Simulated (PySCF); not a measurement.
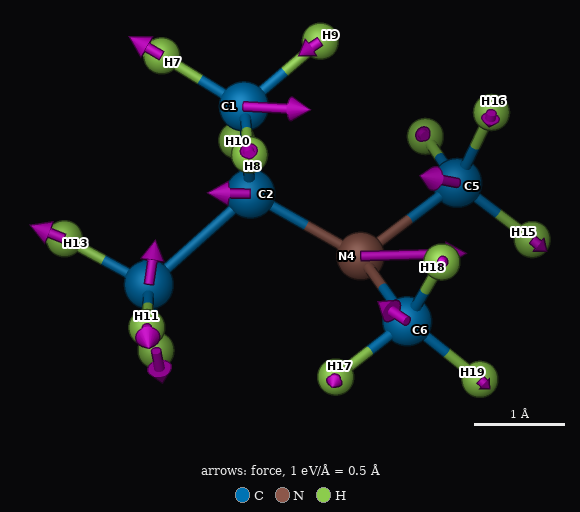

Starting geometry of C5H13N with the computed forces as purple arrows. A ball-and-stick model, seen at a tilt.

The start comes from GFN2-xTB. Its atoms were then displaced at random by about 0.01 Å.

Theory: PBE0-D3(BJ)/def2-SVP geometry optimisation, gas phase (PySCF 2.14.0, density-fitted response routines). 

Q: What follows when this structure is relaxed?

A: It isn't relaxed: the largest force vector, on the N atom, is 2.41 eV/Å. The final displacements have little in common with the starting forces (cosine between the two patterns 0.25). The largest move after the best rigid fit is that of an H atom, 0.11 Å. Largest moves by element: H 0.11 Å, C 0.05 Å, N 0.05 Å. Among the contacts that change: C–N 1.423 → 1.460 Å, C–N 1.469 → 1.438 Å, C–H 1.071 → 1.100 Å, C–H 1.116 → 1.102 Å. Bond angles that change, for instance: C–N–C 108.8° → 112.2°, C–C–N 108.9° → 111.2°, N–C–H 108.6° → 110.8°. After 6 geometry steps the energy has fallen by 3.29 kcal/mol.
